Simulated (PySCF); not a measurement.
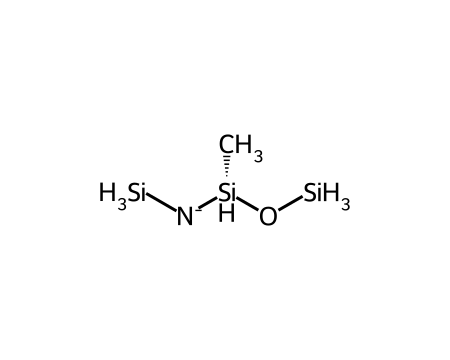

Simulated data, not a measurement (program: PySCF).

2D structure. The species has charge −1 and is a spin singlet.

### Transcribe the drawing into SMILES.

C[Si@@H]([N-][SiH3])O[SiH3]

### What is the molecular formula?

CH10NOSi3, charge -1.

### An optimisation with PBE0-D3(BJ)/def2-SVP gave a structure of which point group?

C1.
